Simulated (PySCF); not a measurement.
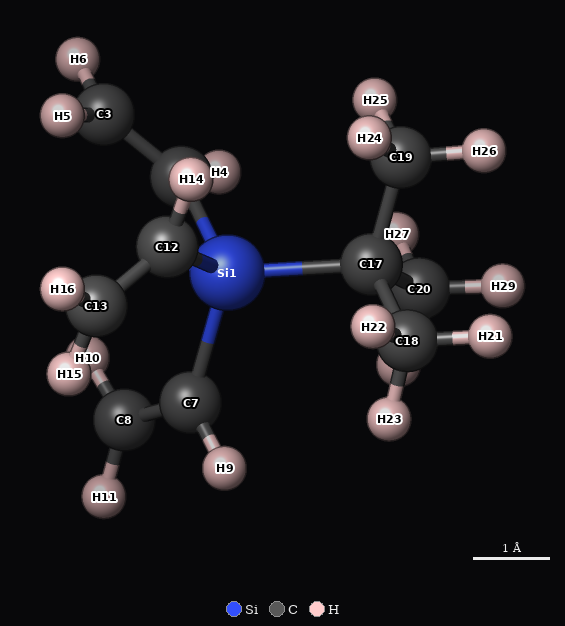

**Figure 1.** The input geometry of run A (ball-and-stick view, seen at a tilt; atoms are numbered from 1 in the order of the input). Bond lengths as drawn: C–C 1.34 to 1.53 Å, C–H 1.10 Å and C–Si 1.88 to 1.91 Å.

## What a change does: NMR shielding calculation on C10H18Si

System: C10H18Si (Si(vinyl)3(tBu)), SMILES C=C[Si](C=C)(C=C)C(C)(C)C.
Method of run A: GIAO PBE0/pcSseg-1 NMR shielding, non-relativistic, gas phase (PySCF 2.14.0).

The geometry comes from this level: PBE0-D3(BJ)/def2-SVP. Text and figures count atoms from 1; the logs count them from 0 in places.

### Input, run A
```
{"job": {"kind": "nmr", "xc": "PBE0", "basis": "pcSseg-1"}, "charge": 0, "multiplicity": 1}
Si     0.203363     0.355747     0.165002
C      0.301794     0.257187     2.036559
C     -0.029096     1.266972     2.850637
H      0.657891    -0.674265     2.498161
H     -0.384730     2.226341     2.456834
H      0.040852     1.187385     3.941869
C      1.940595     0.447456    -0.539205
C      3.030418     0.683840     0.201055
H      2.079478     0.306892    -1.620220
H      2.963056     0.839578     1.284180
H      4.035212     0.736172    -0.234594
C     -0.742281     1.903332    -0.318295
C     -0.173787     2.977754    -0.878552
H     -1.824352     1.939147    -0.130161
H      0.901928     3.012860    -1.087197
H     -0.749118     3.870243    -1.151399
C     -0.689507    -1.190471    -0.523704
C     -0.797382    -1.071751    -2.046210
C     -2.090398    -1.279297     0.087507
C      0.115071    -2.440297    -0.157070
H     -1.326912    -1.946511    -2.464577
H     -1.352895    -0.169655    -2.348687
H      0.192640    -1.030097    -2.527776
H     -2.710506    -0.407649    -0.176216
H     -2.055539    -1.342920     1.186816
H     -2.615838    -2.177703    -0.283055
H      0.194605    -2.573344     0.933704
H      1.138496    -2.403729    -0.563325
H     -0.372594    -3.345405    -0.561555
```

The first line tells a small driver script what to run in PySCF; the rest is the geometry in Å.

Launched with:
```bash
OMP_NUM_THREADS=2 python <driver script> task.json out
```

Hardware: 2 CPU threads, shared host.

### Output, shortened to warnings, some set-up lines, iterations and results (run A)
```
coarse grid: 23648 points
[...]
cycle   1  E = -680.5133935966  dE =  8.145e-01  |g| = 5.792e-01  |ddm| = 4.699e+00
cycle   2  E = -680.4925484255  dE =  2.085e-02  |g| = 6.502e-01  |ddm| = 1.106e+00
cycle   3  E = -680.6034901877  dE = -1.109e-01  |g| = 1.045e-01  |ddm| = 6.593e-01
cycle   4  E = -680.6059609483  dE = -2.471e-03  |g| = 4.173e-02  |ddm| = 1.256e-01
cycle   5  E = -680.6064003408  dE = -4.394e-04  |g| = 8.971e-03  |ddm| = 3.842e-02
cycle   6  E = -680.6064191098  dE = -1.877e-05  |g| = 2.403e-03  |ddm| = 1.054e-02
cycle   7  E = -680.6064205931  dE = -1.483e-06  |g| = 3.048e-04  |ddm| = 2.493e-03
cycle   8  E = -680.6747299913  dE = -6.511e-05  |g| = 1.101e-02  |ddm| = 4.624e-02
cycle   9  E = -680.6747214975  dE =  8.494e-06  |g| = 1.247e-02  |ddm| = 2.063e-02
cycle  10  E = -680.6747620546  dE = -4.056e-05  |g| = 1.374e-03  |ddm| = 1.147e-02
cycle  11  E = -680.6747624932  dE = -4.386e-07  |g| = 4.370e-04  |ddm| = 1.613e-03
cycle  12  E = -680.6747625374  dE = -4.421e-08  |g| = 1.496e-04  |ddm| = 4.608e-04
cycle  13  E = -680.6747625429  dE = -5.570e-09  |g| = 3.602e-05  |ddm| = 1.635e-04
cycle  14  E = -680.6747625433  dE = -3.238e-10  |g| = 6.639e-06  |ddm| = 4.161e-05
converged SCF energy = -680.6747625433

GIAO shielding tensors (ppm)
atom      isotropic    diamagn.    paramagn.     s11        s22        s33       span
  0 Si     357.593     886.395    -528.802    348.751    349.688    374.341     25.590
  1 C       42.531     265.381    -222.850    -79.059     28.398    178.253    257.312
  2 C       36.089     254.869    -218.780    -94.653     40.217    162.704    257.357
  3 H       24.804      34.212      -9.408     21.480     24.427     28.505      7.025
  4 H       25.104      32.476      -7.372     21.339     23.622     30.350      9.011
  5 H       24.705      28.587      -3.882     21.157     24.105     28.853      7.696
  6 C       42.646     265.423    -222.777    -79.187     28.707    178.419    257.606
  7 C       36.078     254.865    -218.787    -94.619     40.043    162.810    257.429
  8 H       24.793      34.281      -9.488     21.448     24.388     28.544      7.096
  9 H       25.103      32.464      -7.361     21.344     23.618     30.348      9.004
 10 H       24.704      28.611      -3.907     21.154     24.099     28.857      7.703
 11 C       42.463     265.403    -222.940    -79.244     28.346    178.287    257.531
 12 C       36.155     254.885    -218.730    -94.414     40.106    162.772    257.185
 13 H       24.797      34.236      -9.439     21.443     24.478     28.470      7.028
 14 H       25.106      32.500      -7.393     21.360     23.619     30.340      8.980
 15 H       24.714      28.611      -3.897     21.174     24.111     28.856      7.681
 16 C      166.474     251.351     -84.878    162.375    168.493    168.554      6.179
 17 C      156.584     248.942     -92.358    141.745    144.433    183.575     41.830
 18 C      156.576     248.868     -92.292    141.729    144.360    183.640     41.911
 19 C      156.614     248.885     -92.271    141.672    144.529    183.641     41.969
 20 H       30.533      31.662      -1.129     26.812     27.888     36.899     10.087
 21 H       30.174      32.367      -2.193     25.472     29.186     35.865     10.394
 22 H       30.142      32.694      -2.552     25.561     28.590     36.276     10.715
 23 H       30.152      32.643      -2.491     25.577     28.601     36.279     10.703
 24 H       30.175      32.327      -2.153     25.479     29.155     35.889     10.410
 25 H       30.534      31.642      -1.108     26.810     27.891     36.902     10.093
 26 H       30.146      32.648      -2.502     25.567     28.588     36.284     10.717
 27 H       30.179      32.351      -2.171     25.473     29.179     35.886     10.413
 28 H       30.531      31.643      -1.112     26.813     27.875     36.905     10.093
```

Run B used a changed input.

### The two runs side by side

| quantity | run A | run B |
| --- | --- | --- |
| outcome | converged | converged |
| total energy (hartree) | −680.674763 | −681.322780 |
| HOMO (eV) | −7.26 | −7.07 |
| LUMO (eV) | −0.29 | −0.49 |
| dipole moment (D) | 0.23 | 0.19 |
| shielding of Si1 (ppm) | 357.6 | 343.4 |
| shielding of C2 (ppm) | 42.5 | 36.4 |
| shielding of C7 (ppm) | 42.6 | 36.5 |
| shielding of C12 (ppm) | 42.5 | 36.3 |
| shielding of C17 (ppm) | 166.5 | 159.6 |
| shielding of C19 (ppm) | 156.6 | 150.7 |
| shielding of C20 (ppm) | 156.6 | 150.8 |
| SCF iterations | 14 | 14 |
| basis functions | 284 | 284 |
| wall time (shared host) | 80 s | 59 s |

What was changed in the input?

The change (lines with − go, lines with + come):
```diff
-"xc": "PBE0"
+"xc": "B3LYP"
+"pop": false
```

The total energies belong to different methods, so their difference says nothing on which is more stable or more accurate. The HOMO goes from −7.26 to −7.07 eV. The LUMO goes from −0.29 to −0.49 eV. The dipole moment goes from 0.23 to 0.19 D. Of all shieldings, the largest change is that of Si1, by −14.2 ppm. The functional changes from PBE0 to B3LYP. The number of SCF iterations is the same.

### Output, shortened to warnings, some set-up lines, iterations and results (run B)
```
coarse grid: 23648 points
[...]
cycle   1  E = -681.1095360418  dE =  7.537e-01  |g| = 6.744e-01  |ddm| = 4.736e+00
cycle   2  E = -681.0528090543  dE =  5.673e-02  |g| = 8.165e-01  |ddm| = 1.329e+00
cycle   3  E = -681.2298229762  dE = -1.770e-01  |g| = 1.218e-01  |ddm| = 8.355e-01
cycle   4  E = -681.2332622031  dE = -3.439e-03  |g| = 4.775e-02  |ddm| = 1.480e-01
cycle   5  E = -681.2338234154  dE = -5.612e-04  |g| = 1.240e-02  |ddm| = 4.234e-02
cycle   6  E = -681.2338592586  dE = -3.584e-05  |g| = 3.348e-03  |ddm| = 1.412e-02
cycle   7  E = -681.2338621739  dE = -2.915e-06  |g| = 3.728e-04  |ddm| = 3.448e-03
cycle   8  E = -681.3227593013  dE = -6.599e-05  |g| = 8.769e-03  |ddm| = 4.543e-02
cycle   9  E = -681.3227482675  dE =  1.103e-05  |g| = 1.085e-02  |ddm| = 1.772e-02
cycle  10  E = -681.3227792476  dE = -3.098e-05  |g| = 1.552e-03  |ddm| = 1.062e-02
cycle  11  E = -681.3227798256  dE = -5.780e-07  |g| = 3.974e-04  |ddm| = 1.544e-03
cycle  12  E = -681.3227798620  dE = -3.637e-08  |g| = 1.440e-04  |ddm| = 4.381e-04
cycle  13  E = -681.3227798671  dE = -5.168e-09  |g| = 3.574e-05  |ddm| = 1.654e-04
cycle  14  E = -681.3227798674  dE = -3.013e-10  |g| = 7.555e-06  |ddm| = 4.031e-05
converged SCF energy = -681.3227798674

GIAO shielding tensors (ppm)
atom      isotropic    diamagn.    paramagn.     s11        s22        s33       span
  0 Si     343.368     886.827    -543.459    334.287    335.248    360.569     26.282
  1 C       36.366     265.073    -228.707    -86.325     22.813    172.609    258.934
  2 C       32.397     254.309    -221.913    -98.193     38.082    157.302    255.496
  3 H       25.029      34.501      -9.472     21.589     24.760     28.737      7.149
  4 H       25.353      32.877      -7.525     21.710     23.885     30.462      8.752
  5 H       24.982      28.661      -3.679     21.533     24.380     29.033      7.500
  6 C       36.470     265.110    -228.640    -86.472     23.107    172.776    259.248
  7 C       32.387     254.313    -221.927    -98.162     37.914    157.408    255.571
  8 H       25.018      34.578      -9.560     21.557     24.721     28.776      7.219
  9 H       25.351      32.864      -7.513     21.713     23.880     30.459      8.746
 10 H       24.980      28.688      -3.708     21.529     24.375     29.036      7.507
 11 C       36.276     265.094    -228.818    -86.552     22.740    172.639    259.191
 12 C       32.472     254.335    -221.863    -97.940     37.984    157.372    255.312
 13 H       25.021      34.528      -9.507     21.549     24.811     28.703      7.154
 14 H       25.354      32.904      -7.549     21.730     23.882     30.452      8.722
 15 H       24.991      28.688      -3.698     21.550     24.387     29.035      7.485
 16 C      159.638     251.597     -91.959    155.630    161.612    161.674      6.044
 17 C      150.738     248.116     -97.379    135.310    138.256    178.647     43.337
 18 C      150.728     248.043     -97.315    135.286    138.182    178.716     43.430
 19 C      150.767     248.059     -97.292    135.233    138.353    178.714     43.481
 20 H       30.653      31.354      -0.702     27.158     28.106     36.695      9.537
 21 H       30.277      32.630      -2.354     25.774     29.376     35.680      9.906
 22 H       30.249      32.963      -2.714     25.862     28.794     36.092     10.230
 23 H       30.259      32.909      -2.650     25.877     28.804     36.095     10.218
 24 H       30.278      32.587      -2.310     25.782     29.346     35.705      9.923
 25 H       30.654      31.333      -0.680     27.156     28.108     36.698      9.542
 26 H       30.253      32.911      -2.658     25.868     28.792     36.099     10.232
 27 H       30.282      32.614      -2.332     25.777     29.368     35.702      9.926
 28 H       30.651      31.335      -0.685     27.159     28.092     36.701      9.543
```
